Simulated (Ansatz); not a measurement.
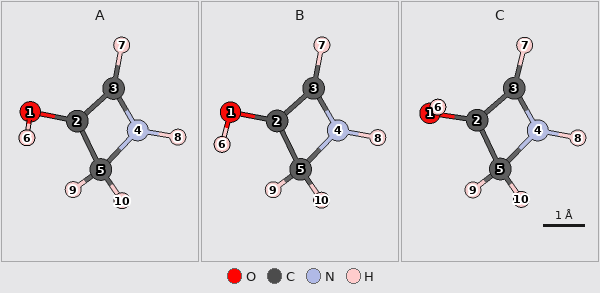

3 geometries from a converged minimum-energy path of C3H5NO, shuffled. A ball-and-stick model, seen at a tilt.

All numbers below come from Ansatz 0.2.0, RKS PBE/def2-SVP. Settings: 7 movable images; climbing image; force threshold 0.05 eV/Å; iteration limit 60; starting path through a guess of the saddle point.

### Which of them lies highest in energy?

C. In order along the path, whose images run from 0 to 8: B (image 0, 0.00 kcal/mol), A (image 1, +0.21 kcal/mol), C (image 4, +1.97 kcal/mol). The motion is a rotation about the O1–C2 bond by about 155°. No bond forms or breaks between the ends. Among the angles between lasting bonds that change up to the highest image: O1–C2–C3 134.0° → 136.9°, O1–C2–C5 133.8° → 131.2°.

Cost: 76 s on 2 threads of Intel(R) Xeon(R) Platinum 8488C (Sapphire Rapids) (shared host), peak memory 0.19 GiB.
